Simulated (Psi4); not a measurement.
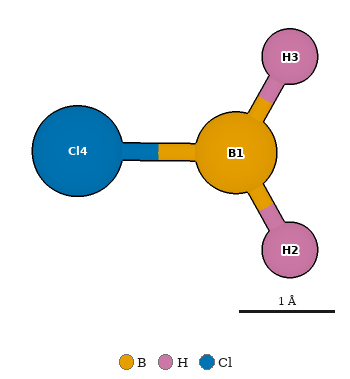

The structure as given in the input (ball-and-stick view, seen on its broad side; atoms are numbered from 1 in the order of the input). Bond lengths as drawn: B–Cl 1.67 Å and B–H 1.17 Å.

# Single-point calculation, with input and output: BH$_{2}$Cl

System: BH$_{2}$Cl.
Method: wB97X-D/cc-pVTZ, RKS (Psi4 1.11).

The geometry comes from this level: GFN2-xTB.

### Input (input.dat)
```
memory 1.6 GB

molecule molecule1 {
  0 1
  B      0.069310     0.114420    -0.000410
  H      1.240090     0.070720     0.015540
  H     -0.512130     1.131590    -0.018950
  Cl    -0.797280    -1.316740     0.003830
  units angstrom
  symmetry c1
}

set {
  puream               true
  scf_type             pk
  dft_radial_points    250
  dft_spherical_points 1202
}

energy("wb97x-d/cc-pVTZ")
```

Machine: 1 thread of Intel Xeon @ 3.00GHz (Skylake/Cascade Lake), 16 GiB of memory available, shared host.

Run as:
```bash
psi4 input.dat output.dat -n 1
```

### What the program printed
```
Psi4 1.11 release

   => Loading Basis Set <=

    Name: CC-PVTZ
    Role: ORBITAL
    Keyword: BASIS

   => WB97X-D: Empirical Dispersion <=

    Chai and Head-Gordon Dispersion Correction

        s6 =       1.000000

         ---------------------------------------------------------
                                   SCF
                              RKS Reference
                        1 Threads,   1525 MiB Core
         ---------------------------------------------------------

  ==> Geometry <==

    Molecular point group: c1
    Full point group: C1

    Geometry (in Angstrom), charge = 0, multiplicity = 1:

       Center              X                  Y                   Z               Mass
    ------------   -----------------  -----------------  -----------------  -----------------
         B            0.619032071289     1.022318038640    -0.003034926260    11.009305360000
         H            1.789812071289     0.978618038640     0.012915073740     1.007825032230
         H            0.037592071289     2.039488038640    -0.021574926260     1.007825032230
         CL          -0.247557928711    -0.408841961360     0.001205073740    34.968852682000

  Running in c1 symmetry.

  Rotational constants: A =      7.97098  B =      0.56218  C =      0.52514 [cm^-1]
  Rotational constants: A = 238963.97126  B =  16853.70682  C =  15743.35578 [MHz]
  Nuclear repulsion =   38.958045577157094

  Charge       = 0
  Multiplicity = 1
  Electrons    = 24
  Nalpha       = 12
  Nbeta        = 12

  ==> Algorithm <==

  SCF Algorithm Type is PK.
  DIIS enabled.
  MOM disabled.
  Fractional occupation disabled.
  Guess Type is SAD.
  Energy threshold   = 1.00e-06
  Density threshold  = 1.00e-06
  Integral threshold = 1.00e-12

  ==> Primary Basis <==

  Basis Set: CC-PVTZ
    Blend: CC-PVTZ
    Number of shells: 34
    Number of basis functions: 92
    Number of Cartesian functions: 104
    Spherical Harmonics?: true
    Max angular momentum: 3

  ==> DFT Potential <==

   => LibXC <=

    Version 7.1.2

   => Composite Functional: WB97X-D <=

    wB97X-D Hyb-GGA Exchange-Correlation Functional

    Deriv               =              1
    GGA                 =           TRUE
    Meta                =          FALSE

    Exchange Hybrid     =           TRUE
    MP2 Hybrid          =          FALSE

   => Exchange-Correlation Functionals <=

    1.0000   wB97X-D range-separated functional

   => Exact (HF) Exchange <=

    0.7780            HF,LR [omega = 0.2000]
    0.2220               HF

   => LibXC Density Thresholds  <==

    XC_HYB_GGA_XC_WB97X_D:  1.00E-14

   => Molecular Quadrature <=

    Radial Scheme          =       TREUTLER
    Pruning Scheme         =           NONE
    Nuclear Scheme         =       TREUTLER

    Blocking Scheme        =         OCTREE
    BS radius alpha        =              1
    Pruning alpha          =              1
    Radial Points          =            250
    Spherical Points       =           1202
    Total Points           =        1137825
    Total Blocks           =           7483
    Max Points             =            256
    Max Functions          =             92
    Weights Tolerance      =       1.00E-15

  ==> Integral Setup <==

  Using in-core PK algorithm.
   Calculation information:
      Number of atoms:                   4
      Number of AO shells:              34
      Number of primitives:            102
      Number of atomic orbitals:       104
      Number of basis functions:        92

      Integral cutoff                 1.00e-12
      Number of threads:                 1

  Performing in-core PK
  Using 27458343 doubles for integral storage.
  We computed 177271 shell quartets total.
  Whereas there are 177310 unique shell quartets.

  Computing range-separated integrals for PK
  We computed 177271 wK shell quartets total.
  Whereas there are 177310 wK unique shell quartets.

  ==> DiskJK: Disk-Based J/K Matrices <==

    J tasked:                  Yes
    K tasked:                  Yes
    wK tasked:                 Yes
    Omega:               2.000E-01
    Memory [MiB]:              546
    Schwarz Cutoff:          1E-12

  Cached 20.0% of DFT collocation blocks in 0.553 [GiB].

  Minimum eigenvalue in the overlap matrix is 1.9304898552E-03.
  Reciprocal condition number of the overlap matrix is 3.6093401883E-04.
    Using symmetric orthogonalization.

  ==> Pre-Iterations <==

  SCF Guess: Superposition of Atomic Densities via on-the-fly atomic UHF (no occupation information).

   -------------------------
    Irrep   Nso     Nmo
   -------------------------
     A         92      92
   -------------------------
    Total      92      92
   -------------------------

  ==> Iterations <==

                        Total Energy        Delta E     RMS |[F,P]|

   @RKS iter SAD:  -485.88587323799982   -4.85886e+02   0.00000e+00
   @RKS iter   1:  -486.25981325191901   -3.73940e-01   2.35537e-03 ADIIS/DIIS
   @RKS iter   2:  -486.27798771964837   -1.81745e-02   1.15588e-03 ADIIS/DIIS
   @RKS iter   3:  -486.28371756579378   -5.72985e-03   2.57040e-04 ADIIS/DIIS
   @RKS iter   4:  -486.28402710204193   -3.09536e-04   6.50386e-05 DIIS
   @RKS iter   5:  -486.28405709051736   -2.99885e-05   1.68049e-05 DIIS
   @RKS iter   6:  -486.28405977922637   -2.68871e-06   4.76278e-06 DIIS
   @RKS iter   7:  -486.28406002845475   -2.49228e-07   9.58894e-07 DIIS
  Energy and wave function converged.

  ==> Post-Iterations <==

   Electrons on quadrature grid:
      Ntotal   =   24.0000000020 ; deviation = 2.015e-09

    Orbital Energies [Eh]
    ---------------------

    Doubly Occupied:

       1A   -101.738292     2A     -9.602119     3A     -7.346605
       4A     -7.343821     5A     -7.340657     6A     -6.902356
       7A     -0.960466     8A     -0.616259     9A     -0.501663
      10A     -0.490881    11A     -0.451420    12A     -0.384705

    Virtual:

      13A      0.009903    14A      0.148413    15A      0.185797
      16A      0.222823    17A      0.245442    18A      0.245508
      19A      0.254096    20A      0.259147    21A      0.366381
      22A      0.376920    23A      0.387273    24A      0.431878
      25A      0.462452    26A      0.483364    27A      0.526837
      28A      0.586281    29A      0.586520    30A      0.692345
      31A      0.737014    32A      0.738299    33A      0.774693
      34A      0.835315    35A      0.854608    36A      1.007086
      37A      1.036142    38A      1.086119    39A      1.089775
      40A      1.275471    41A      1.368138    42A      1.373559
      43A      1.422474    44A      1.499115    45A      1.553595
      46A      1.671544    47A      1.713579    48A      1.752511
      49A      1.836576    50A      1.849900    51A      1.947100
      52A      1.969408    53A      2.002869    54A      2.010605
      55A      2.047383    56A      2.048473    57A      2.054240
      58A      2.145990    59A      2.167342    60A      2.177846
      61A      2.230628    62A      2.317135    63A      2.374182
      64A      2.375247    65A      2.444356    66A      2.464155
      67A      2.491911    68A      2.576275    69A      2.758094
      70A      2.781102    71A      3.087759    72A      3.178192
      73A      3.218040    74A      3.335666    75A      3.460944
      76A      3.670128    77A      3.713481    78A      3.832276
      79A      3.979377    80A      4.021717    81A      4.035819
      82A      4.225324    83A      4.339078    84A      4.452846
      85A      4.487836    86A      4.538301    87A      4.684867
      88A      4.763865    89A      4.967490    90A      5.359694
      91A      5.436019    92A      9.036125

    Final Occupation by Irrep:
              A
    DOCC [    12 ]
    NA   [    12 ]
    NB   [    12 ]

  @RKS Final Energy:  -486.28406002845475

   => Energetics <=

    Nuclear Repulsion Energy =             38.9580455771570939
    One-Electron Energy =                -746.7297810908930842
    Two-Electron Energy =                 245.3720014193879138
    DFT Exchange-Correlation Energy =     -23.8839906054882434
    Empirical Dispersion Energy =          -0.0003353286184680
    VV10 Nonlocal Energy =                  0.0000000000000000
    Total Energy =                       -486.2840600284547463

Computation Completed

Properties will be evaluated at   0.000000,   0.000000,   0.000000 [a0]

Properties computed using the SCF density matrix

 Multipole Moments:

 ------------------------------------------------------------------------------------
     Multipole            Electronic (a.u.)      Nuclear  (a.u.)        Total (a.u.)
 ------------------------------------------------------------------------------------

 L = 1.  Multiply by 2.5417464519 to convert [e a0] to [Debye]
 Dipole X            :         -1.2750497            1.3494151            0.0743654
 Dipole Y            :         -2.1059646            2.2287107            0.1227461
 Dipole Z            :          0.0058999           -0.0063272           -0.0004273
 Magnitude           :                                                    0.1435165

 ------------------------------------------------------------------------------------

	total time  =         44 seconds =       0.73 minutes

    Psi4 run time: 0:00:43.70
```

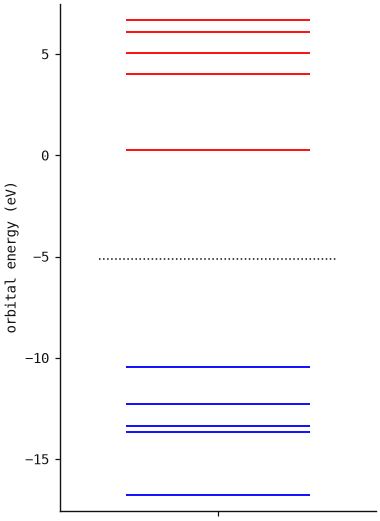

Orbital energies near the frontier; the dotted line parts filled from empty levels, and levels within 0.02 eV of each other stand side by side. Highest filled −10.47 eV, lowest empty 0.27 eV, 10.74 eV apart.

### Summary

- outcome: converged
- total energy: −486.284060 hartree
- dispersion energy: −0.000335 hartree
- basis functions: 92
- HOMO: −10.47 eV
- LUMO: 0.27 eV
- dipole moment: 0.36 D
- wall time: 45 s
- peak memory: 1.3 GiB
